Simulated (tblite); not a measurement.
## Run report: C$_{5}$H$_{7}$GeNS$_{2}$, saddle-point search

- system: C$_{5}$H$_{7}$GeNS$_{2}$
- method: GFN2-xTB saddle search (eigenvector following) and harmonic vibrations, gas phase (tblite 0.8.0)

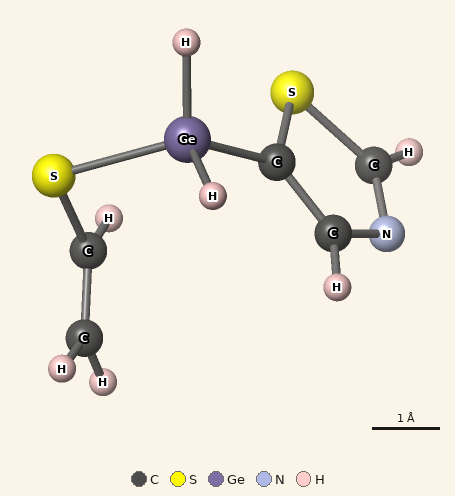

*The structure as given in the input (ball-and-stick view, seen at a tilt). Sticks mark near contacts.*

Bond lengths as drawn: C–C 1.32 to 1.37 Å, C–Ge 1.94 Å, C–H 1.07 to 1.08 Å, C–N 1.28 to 1.35 Å, C–S 1.73 to 1.79 Å, Ge–H 1.51 Å and Ge–S 2.22 Å.

Input file
```
{"job": {"xc": "GFN2-xTB", "basis": "xTB", "kind": "saddle"}, "charge": 0, "multiplicity": 1}
C      2.237108     1.179508    -1.063568
C      1.987955    -0.012070    -0.563045
S      2.391748    -0.452414     1.122088
Ge     0.364362    -0.270525     1.995779
C     -0.965579    -0.428481     0.592301
C     -1.653652     0.567865    -0.038308
N     -2.488791     0.173840    -1.021748
C     -2.465155    -1.097476    -1.180215
S     -1.392593    -1.945877    -0.113192
H      2.667452     1.963956    -0.464133
H      2.022685     1.409699    -2.094341
H      1.579457    -0.824510    -1.145395
H      0.189563    -1.338630     3.045316
H      0.152444     1.086750     2.631069
H     -1.573096     1.613943     0.201332
H     -3.053909    -1.625577    -1.903939
```

The first line tells a small driver script what to run in tblite; the rest is the geometry in Å.

Machine: 1 CPU thread, shared host.

Launched with:
```bash
OMP_NUM_THREADS=1 python <driver script> task.json out
```

Output
```
step      E/eV     max force
  0    -696.07330   0.0262
  1    -696.07603   0.0676
  2    -696.07451   0.0204
  3    -696.07607   0.0201
  4    -696.07730   0.0424
  5    -696.07854   0.0513
  6    -696.07940   0.0363
  7    -696.08091   0.0521
  8    -696.08232   0.0898
  9    -696.08357   0.0704
 10    -696.08411   0.0365
 11    -696.08519   0.0672
 12    -696.08560   0.0665
 13    -696.08461   0.2460
 14    -696.08613   0.0347
 15    -696.08630   0.0511
 16    -696.08667   0.0371
 17    -696.08679   0.0290
 18    -696.08687   0.0190
 19    -696.08691   0.0171
 20    -696.08693   0.0045
 21    -696.08694   0.0041
 22    -696.08694   0.0000
lowest wavenumbers (cm-1): -69.6 15.4 28.9 62.1 128.3 138.2
```

Trajectory as extended XYZ (Å, eV, eV/Å), 7 of the 12 frames kept, from step=0 to step=22
```
16
Properties=species:S:1:pos:R:3:forces:R:3 step=0 energy=-696.07330
C     2.2371    1.1795   -1.0636   -0.0030   0.0260   0.0000
C     1.9880   -0.0121   -0.5630   -0.0040  -0.0050   0.0010
S     2.3917   -0.4524    1.1221    0.0190  -0.0140   0.0080
Ge    0.3644   -0.2705    1.9958   -0.0110  -0.0050   0.0170
C    -0.9656   -0.4285    0.5923   -0.0040   0.0000  -0.0070
C    -1.6537    0.5679   -0.0383   -0.0080   0.0010  -0.0100
N    -2.4888    0.1738   -1.0217   -0.0050   0.0030  -0.0050
C    -2.4652   -1.0975   -1.1802    0.0040  -0.0140   0.0070
S    -1.3926   -1.9459   -0.1132   -0.0080  -0.0050  -0.0010
H     2.6675    1.9640   -0.4641    0.0050  -0.0040  -0.0010
H     2.0227    1.4097   -2.0943    0.0020  -0.0060   0.0050
H     1.5795   -0.8245   -1.1454   -0.0080   0.0040   0.0000
H     0.1896   -1.3386    3.0453    0.0030   0.0210  -0.0140
H     0.1524    1.0868    2.6311    0.0140  -0.0110  -0.0080
H    -1.5731    1.6139    0.2013   -0.0080  -0.0020   0.0010
H    -3.0539   -1.6256   -1.9039    0.0130   0.0120   0.0070
16
Properties=species:S:1:pos:R:3:forces:R:3 step=4 energy=-696.07730
C     2.3000    1.1856   -1.0371   -0.0040  -0.0340   0.0250
C     1.9792   -0.0053   -0.5742    0.0090   0.0350  -0.0210
S     2.3783   -0.5374    1.0859   -0.0070   0.0020  -0.0120
Ge    0.3686   -0.2520    1.9716    0.0000   0.0020   0.0030
C    -0.9836   -0.4319    0.5908   -0.0120   0.0140  -0.0100
C    -1.7181    0.5490   -0.0126    0.0100  -0.0130   0.0090
N    -2.5459    0.1419   -0.9968    0.0060  -0.0340   0.0020
C    -2.4715   -1.1244   -1.1819    0.0010   0.0160   0.0080
S    -1.3573   -1.9516   -0.1415   -0.0110   0.0230  -0.0050
H     2.7970    1.9169   -0.4212   -0.0090  -0.0250  -0.0120
H     2.0818    1.4651   -2.0550    0.0040   0.0000   0.0110
H     1.5017   -0.7649   -1.1771    0.0110   0.0280   0.0120
H     0.1840   -1.2641    3.0716    0.0010   0.0070  -0.0050
H     0.2075    1.1399    2.5426    0.0030  -0.0060  -0.0050
H    -1.6798    1.5924    0.2495    0.0010  -0.0140  -0.0030
H    -3.0418   -1.6591   -1.9148   -0.0030  -0.0020   0.0010
16
Properties=species:S:1:pos:R:3:forces:R:3 step=8 energy=-696.08232
C     2.3948    1.2232   -0.9373   -0.0220  -0.0810   0.0320
C     2.0376   -0.0027   -0.6076    0.0260   0.0780  -0.0310
S     2.3573   -0.7044    1.0086   -0.0330   0.0250  -0.0430
Ge    0.3860   -0.2227    1.8902    0.0120   0.0060   0.0060
C    -1.0106   -0.4408    0.5582   -0.0080  -0.0030  -0.0070
C    -1.7930    0.5170   -0.0209   -0.0100  -0.0080  -0.0130
N    -2.6578    0.0811   -0.9608    0.0130   0.0070   0.0140
C    -2.5666   -1.1854   -1.1346    0.0000  -0.0010   0.0020
S    -1.3883   -1.9762   -0.1385   -0.0010  -0.0010   0.0030
H     2.8836    1.8788   -0.2337   -0.0290  -0.0420  -0.0340
H     2.2191    1.6081   -1.9298    0.0080  -0.0160   0.0450
H     1.5694   -0.6896   -1.2998    0.0300   0.0440   0.0350
H     0.1801   -1.1313    3.0734    0.0010   0.0090  -0.0090
H     0.3126    1.2214    2.3392    0.0020  -0.0200  -0.0080
H    -1.7640    1.5636    0.2279    0.0000  -0.0020  -0.0050
H    -3.1600   -1.7401   -1.8344    0.0090   0.0070   0.0130
16
Properties=species:S:1:pos:R:3:forces:R:3 step=12 energy=-696.08560
C     2.5151    1.2919   -0.8488   -0.0210  -0.0610   0.0150
C     2.0648    0.0724   -0.6292    0.0230   0.0600  -0.0170
S     2.3224   -0.7870    0.9202   -0.0140   0.0270  -0.0390
Ge    0.3838   -0.2309    1.8241    0.0030   0.0010   0.0020
C    -1.0520   -0.4719    0.5378    0.0020  -0.0250   0.0010
C    -1.7976    0.4769   -0.1006   -0.0210  -0.0020  -0.0210
N    -2.7085    0.0134   -0.9819    0.0060   0.0060  -0.0010
C    -2.6883   -1.2666   -1.0530   -0.0050   0.0160   0.0020
S    -1.5274   -2.0365   -0.0221    0.0130   0.0040   0.0160
H     3.0476    1.8422   -0.0893   -0.0250  -0.0280  -0.0340
H     2.3763    1.7761   -1.8028    0.0050  -0.0220   0.0420
H     1.5498   -0.5126   -1.3788    0.0240   0.0270   0.0320
H     0.1873   -1.0922    3.0421    0.0000   0.0030  -0.0040
H     0.3619    1.2309    2.2129   -0.0010  -0.0110  -0.0020
H    -1.7062    1.5375    0.0599   -0.0050  -0.0140  -0.0070
H    -3.3290   -1.8436   -1.6907    0.0150   0.0160   0.0140
16
Properties=species:S:1:pos:R:3:forces:R:3 step=14 energy=-696.08613
C     2.5322    1.3019   -0.8440    0.0030   0.0040   0.0060
C     2.0686    0.0886   -0.6284   -0.0040  -0.0020  -0.0060
S     2.3217   -0.7791    0.9144    0.0040  -0.0050   0.0010
Ge    0.3804   -0.2367    1.8191   -0.0030  -0.0010   0.0000
C    -1.0572   -0.4783    0.5354    0.0070  -0.0030   0.0040
C    -1.7922    0.4702   -0.1159   -0.0060   0.0100  -0.0050
N    -2.7103    0.0060   -0.9884    0.0050   0.0340  -0.0050
C    -2.7056   -1.2742   -1.0407   -0.0070  -0.0280   0.0020
S    -1.5523   -2.0436   -0.0005    0.0020  -0.0260   0.0050
H     3.0725    1.8422   -0.0846   -0.0030  -0.0050  -0.0050
H     2.3969    1.7909   -1.7945    0.0000   0.0030  -0.0020
H     1.5451   -0.4864   -1.3782    0.0010   0.0050   0.0030
H     0.1880   -1.1034    3.0330    0.0000  -0.0010   0.0010
H     0.3544    1.2224    2.2131   -0.0010   0.0040   0.0020
H    -1.6872    1.5311    0.0281   -0.0010   0.0130   0.0010
H    -3.3550   -1.8517   -1.6678    0.0020  -0.0020  -0.0010
16
Properties=species:S:1:pos:R:3:forces:R:3 step=18 energy=-696.08687
C     2.5285    1.3367   -0.8057   -0.0020  -0.0040   0.0010
C     2.0613    0.1172   -0.6362    0.0020   0.0040  -0.0010
S     2.3106   -0.8076    0.8743    0.0000   0.0020  -0.0030
Ge    0.3853   -0.2536    1.8069    0.0000   0.0000   0.0000
C    -1.0650   -0.4907    0.5368   -0.0040   0.0000  -0.0040
C    -1.7371    0.4541   -0.1850    0.0020  -0.0060   0.0020
N    -2.6745   -0.0133   -1.0352    0.0010  -0.0190   0.0000
C    -2.7460   -1.2930   -1.0009    0.0010   0.0160   0.0010
S    -1.6483   -2.0577    0.1015    0.0000   0.0150  -0.0010
H     3.0708    1.8456   -0.0264   -0.0020  -0.0010  -0.0020
H     2.3949    1.8622   -1.7370    0.0000  -0.0010   0.0020
H     1.5359   -0.4273   -1.4069    0.0010   0.0020   0.0020
H     0.1996   -1.1214    3.0207    0.0000   0.0000   0.0000
H     0.3781    1.2063    2.1997    0.0000   0.0000   0.0000
H    -1.5706    1.5151   -0.1109   -0.0010  -0.0100  -0.0010
H    -3.4235   -1.8726   -1.5956    0.0020   0.0030   0.0010
16
Properties=species:S:1:pos:R:3:forces:R:3 step=22 energy=-696.08694
C     2.5293    1.3494   -0.7957    0.0000   0.0000   0.0000
C     2.0582    0.1300   -0.6369    0.0000   0.0000   0.0000
S     2.3086   -0.8102    0.8636    0.0000   0.0000   0.0000
Ge    0.3857   -0.2609    1.8042    0.0000   0.0000   0.0000
C    -1.0674   -0.4959    0.5369    0.0000   0.0000   0.0000
C    -1.7164    0.4455   -0.2097    0.0000   0.0000   0.0000
N    -2.6610   -0.0214   -1.0521    0.0000   0.0000   0.0000
C    -2.7608   -1.2978   -0.9872    0.0000   0.0000   0.0000
S    -1.6834   -2.0594    0.1371    0.0000   0.0000   0.0000
H     3.0757    1.8486   -0.0130    0.0000   0.0000   0.0000
H     2.3951    1.8844   -1.7213    0.0000   0.0000   0.0000
H     1.5286   -0.4048   -1.4114    0.0000   0.0000   0.0000
H     0.2027   -1.1329    3.0152    0.0000   0.0000   0.0000
H     0.3809    1.1979    2.2011    0.0000   0.0000   0.0000
H    -1.5269    1.5039   -0.1605    0.0000   0.0000   0.0000
H    -3.4489   -1.8764   -1.5705    0.0000   0.0000   0.0000
```

Summary

| quantity | value |
| --- | --- |
| outcome | converged |
| total energy | −696.0869 eV |
| point group | C1 |
| wall time | 15 s |
| peak memory | 0.19 GiB |
